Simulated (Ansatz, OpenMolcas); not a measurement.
## C2H6AlCl (dimethylaluminum chloride): methods side by side

The species is C2H6AlCl (10 atoms), meant as a singlet with charge 0. As SMILES, `[CH3][Al]([CH3])[Cl]`. The shape is that of a PBE0-D4/def2-TZVP optimisation.

```jsonl
{"atom": "C", "x (Å)": "-0.5177", "y (Å)": "1.3582", "z (Å)": "-0.9892"}
{"atom": "Al", "x (Å)": "-0.2523", "y (Å)": "-0.4466", "z (Å)": "-0.3224"}
{"atom": "C", "x (Å)": "0.7422", "y (Å)": "-0.9322", "z (Å)": "1.2735"}
{"atom": "Cl", "x (Å)": "-1.1123", "y (Å)": "-2.0382", "z (Å)": "-1.4154"}
{"atom": "H", "x (Å)": "-1.1214", "y (Å)": "1.3838", "z (Å)": "-1.8983"}
{"atom": "H", "x (Å)": "-1.0102", "y (Å)": "1.9814", "z (Å)": "-0.2354"}
{"atom": "H", "x (Å)": "0.4438", "y (Å)": "1.8356", "z (Å)": "-1.2060"}
{"atom": "H", "x (Å)": "0.1024", "y (Å)": "-1.4712", "z (Å)": "1.9793"}
{"atom": "H", "x (Å)": "1.1587", "y (Å)": "-0.0633", "z (Å)": "1.7888"}
{"atom": "H", "x (Å)": "1.5669", "y (Å)": "-1.6075", "z (Å)": "1.0252"}
```

Quantity: the energy change with the Al2–Cl4 bond stretched from 2.114 to 2.748 Å, in eV. The values are calculated.

```csv
level,kind,program,value (eV),CPU time (all runs)
TPSS/cc-pVDZ (restricted),meta-GGA,OpenMolcas,1.13,1.9 min
r2SCAN/cc-pVDZ (restricted),meta-GGA,OpenMolcas,1.22,1.8 min
CAM-B3LYP/cc-pVDZ (restricted),range-separated hybrid,Ansatz,1.28,25 s
HSE06/cc-pVDZ (restricted),range-separated hybrid,Ansatz,1.23,25 s
wB97X/cc-pVDZ (restricted),range-separated hybrid,Ansatz,1.29,79 s
PBE-QIDH/cc-pVDZ (restricted),double hybrid,Ansatz,1.35,30 s
RPA@PBE/cc-pVDZ (restricted),RPA,Ansatz,1.24,33 s
RPA@PBE0/cc-pVDZ (restricted),RPA,Ansatz,1.27,38 s
```

The first shape isn't each level's own minimum. The values span 1.13 to 1.35 eV. CPU times are rough (shared hosts, several kinds of processor and program).

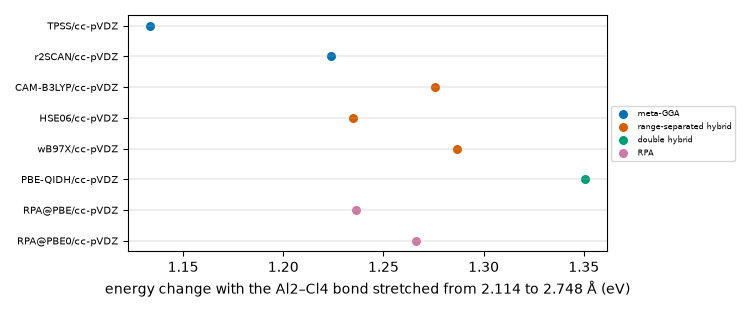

The values of the table, level by level.
